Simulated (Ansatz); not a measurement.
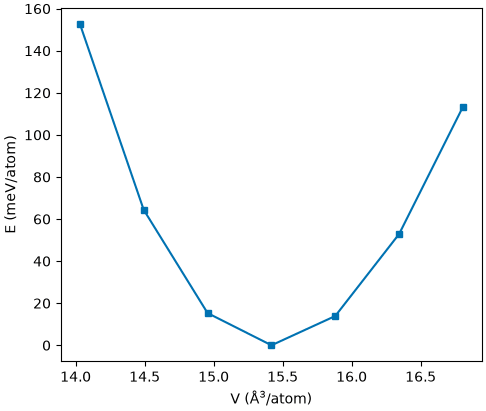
W (bcc (W type), Im-3m) under volume change, the program Ansatz at the LDA level (PAW), scaled uniformly.

Q: What does a third-order Birch–Murnaghan fit give for V₀, B₀ and B′?

A: V₀ = 15.42 Å³/atom, B₀ = 335 GPa, B′ = 4.0.

The LDA relaxation kept the symmetry of its start. The run is not spin-polarised. Spin–orbit coupling is left out wherever it is not named.

Potentials: the later of the program's two PAW sets.
